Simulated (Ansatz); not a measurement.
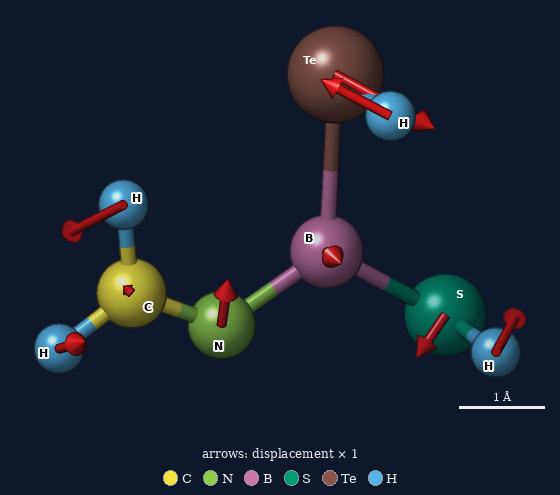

A relaxation of CH₄BNSTe (coarse preliminary run). The starting structure is drawn; red arrows show the displacements, at their true length. The two geometries are superimposed by the best rigid fit.

Style: ball-and-stick. Shown at a tilt.

The start comes from a force field.

Method: RKS PBE-D4/def2-SVP in Ansatz 0.2.0. Set-up: force threshold 0.03 eV/Å; at most 200 steps.

What did the optimiser do to the structure, and how much energy did it gain?

The largest move after the best rigid fit is that of the Te atom, 1.52 Å. By element the largest moves are Te 1.52 Å, H 1.39 Å, N 0.67 Å, S 0.64 Å, B 0.40 Å, C 0.14 Å. Among the contacts that change: B–N 1.523 → 1.368 Å, H–S 1.436 → 1.361 Å, C–H 1.147 → 1.117 Å, C–H 1.089 → 1.117 Å. Among the angles between lasting bonds that change: C–N–B 125.1° → 176.6°, B–S–H 89.1° → 96.6°, N–B–S 116.9° → 120.0°. Groups turn about B–Te by about 90°, B–S by about 90°. The energy falls by 1.794 eV in 27 accepted moves (29 points after the start). The largest force component goes from 2.6 to 0.027 eV/Å. The line search rejected the trial steps at points 1, 28 of the run. The forces were under the threshold at step 26, but the run went on from there. Cost: 24 s on 4 threads of AMD EPYC 9R45, on a shared host.
